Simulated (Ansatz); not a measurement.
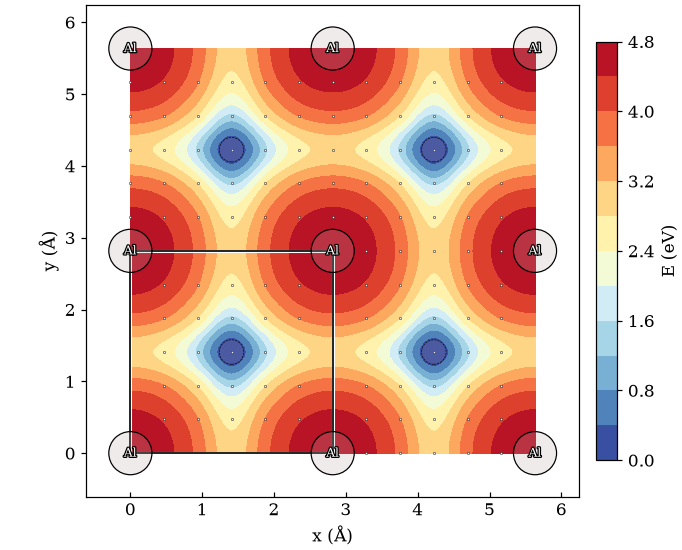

C on an Al(100) slab cut from the Fm-3m phase, its upper half relaxed before the scan (12 atoms of substrate and one adsorbate in a 2 × 2 cell). C is moved over the surface cell; relaxed at each place: the height of the adsorbate's atoms; substrate rigid; the origin of the map has the adsorbate above Al9. Places are given modulo a cell vector. The map is drawn in real space over the plane of the surface. Grid: 6 × 6 points; 10 points were computed and 26 follow by symmetry. Places are given in fractions of the 1 × 1 surface cell. All energies are given in eV relative to the lowest grid point. Level of theory: DFT LDA, scalar-relativistic, plane waves, PAW in Ansatz. Settings: cutoff 420 eV, k-mesh 5×5×1, gaussian smearing 0.1 eV, no spin polarisation.

Drawn: filled contours, dots at the grid points, labelled circles for the atoms of the top layer and small ones for the second layer, the outline of one cell of the 2 × 2 shown. Between grid points the surface is interpolated.

The lowest grid point is at a fourfold hollow over a second-layer Al atom, (3/6, 3/6) of the cell vectors. It is the only kind of minimum in the scanned range. The highest grid point, the top site over a surface Al atom, (0/6, 0/6) of the cell vectors, lies 4.74 eV above the lowest. On the interpolated surface the easiest way out of the lowest well to its copy in the next cell or period passes a barrier of about 2.9 eV. At the lowest point the adsorbate has 4 Al at 1.99 Å as nearest neighbours, at the highest 1 Al at 1.88 Å. Its relaxed height above the top atom is 0.06 Å at the lowest and 1.88 Å at the highest point.

The level of theory is changed to Ansatz, DFT PBE, scalar-relativistic, plane waves, PAW; with it change the cell, relaxed at the new level (first cell vector 5.714 Å, before 5.634 Å).

**How does the landscape change?**

The lowest place stays at a fourfold hollow over a second-layer Al atom, (3/6, 3/6) of the cell vectors. The span from the lowest to the highest grid point shrinks from 4.74 to 4.24 eV. The easiest pass out of the lowest well goes from about 2.9 to about 2.6 eV on the interpolated surfaces. In the new map: at the lowest point the adsorbate has 4 Al at 2.02 Å as nearest neighbours, at the highest 1 Al at 1.91 Å. Its relaxed height above the top atom is 0.06 Å at the lowest and 1.91 Å at the highest point.

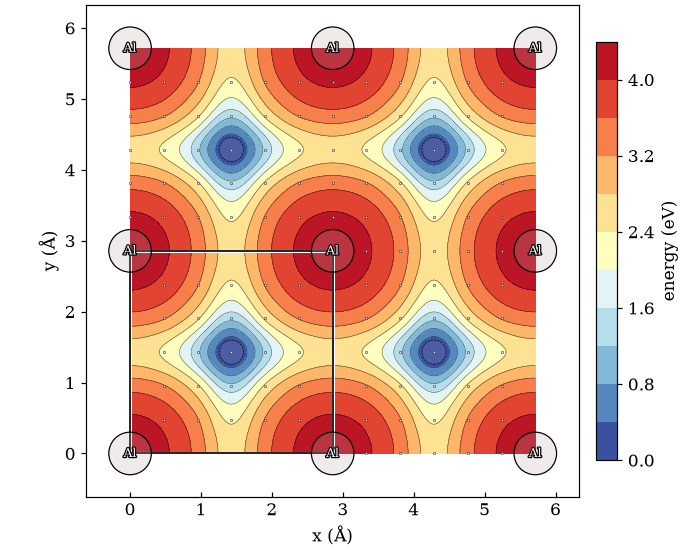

The map after the change, on a colour scale of its own. Drawn: filled contours, dots at the grid points, labelled circles for the atoms of the top layer and small ones for the second layer, the outline of one cell of the 2 × 2 shown. Between grid points the surface is interpolated.
